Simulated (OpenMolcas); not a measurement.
InF: a line through the functionals

The species is InF (2 atoms), meant as a singlet with charge 0. As SMILES, `[F][In]`. The coordinates come from a PBE0-D4/def2-TZVP relaxation.

The HOMO–LUMO gap y, in eV, basis def2-TZVPP with a core potential; a is the functional's share of exact exchange. Programs: OpenMolcas 26.06.

| functional | program | a | y (eV) |
| --- | --- | --- | --- |
| PBE | OpenMolcas | 0 | 4.25 |
| TPSS | OpenMolcas | 0 | 4.38 |
| B3LYP | OpenMolcas | 0.2 | ? |
| PBE0 | OpenMolcas | 0.25 | 5.95 |
| BHLYP | OpenMolcas | 0.5 | 7.48 |

Q: Fit y = c + s·a to the known rows and predict B3LYP.

A: 
1. Means of the 4 rows: a = 0.1875, y = 5.515.
2. Σ(Δa)² = 0.17188, Σ(Δa·Δy) = 1.0913, so the slope is 1.0913/0.17188 = 6.3492.
3. Intercept: 5.515 − (6.3492) × 0.1875 = 4.325. The largest residual of the fit is 0.075.
4. B3LYP: 4.325 + (6.3492) × 0.2 = 5.59 eV.

The run gave 5.59 eV, so the prediction is off by 0.00 eV: they agree to the digits shown. Exact exchange lowers occupied levels and raises empty ones. The rows mix families of semi-local functionals, which the line can't see.

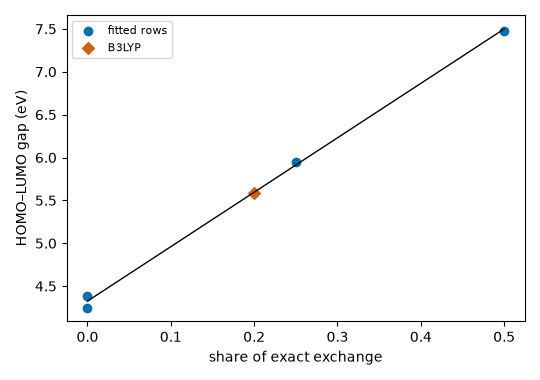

The fitted line, with the withheld row.
